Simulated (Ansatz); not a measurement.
Ligand exchange: BH2(CH3) + ICl → BH2I + CH3Cl

Species: BH2(CH3), singlet; ICl (iodine monochloride), singlet; BH2I `BI`, singlet; CH3Cl (chloromethane) `CCl`, singlet. The partners trade CH3 for I: B–CH3 and Cl–I bonds give way to B–I and Cl–CH3.

Shapes, held fixed at every level: PBE0-D4/def2-TZVP. Programs: Ansatz 0.2.0. The zero-point and thermal change to 298 K, harmonic and unscaled (PBE0-D4/def2-TZVP), is +2.7 kJ/mol.

```
                level                   kind  ΔH(298 K) (kJ/mol)  less CCSD(T)/def2-TZVPP
          HF/def2-SVP           Hartree–Fock               -80.7                     +2.5
        HF/def2-TZVPP           Hartree–Fock               -76.3                     +6.9
  BHLYP-D4/def2-TZVPP          global hybrid               -66.8                    +16.4
r2SCAN0-D4/def2-TZVPP          global hybrid               -75.7                     +7.5
    B2PLYP/def2-TZVPP          double hybrid               -72.7                    +10.5
        CCSD/def2-SVP  coupled cluster or CI               -86.3                     -3.1
      CCSD/def2-TZVPP  coupled cluster or CI               -81.0                     +2.2
   CCSD(T)/def2-TZVPP  coupled cluster or CI               -83.2                      0.0
```

The highest level, CCSD(T)/def2-TZVPP, gives ΔH(298 K) = -83.2 kJ/mol; the levels span -86.3 to -66.8. The column of differences is taken from that level and isn't an error. No measured value is set beside it here. For atoms past krypton def2 sets carry core potentials with scalar relativity. Correlated rows may include outer-core shells of I, which these sets cover unevenly.

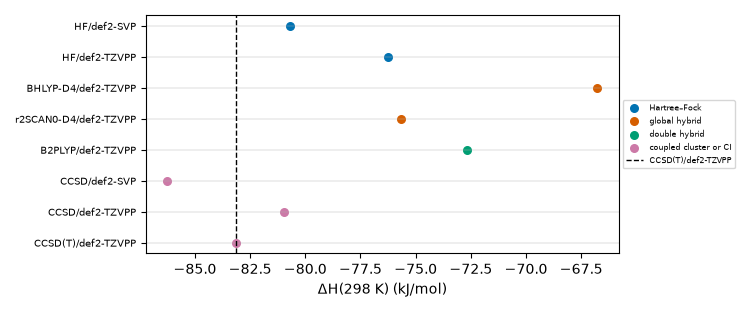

The values of the table, level by level.
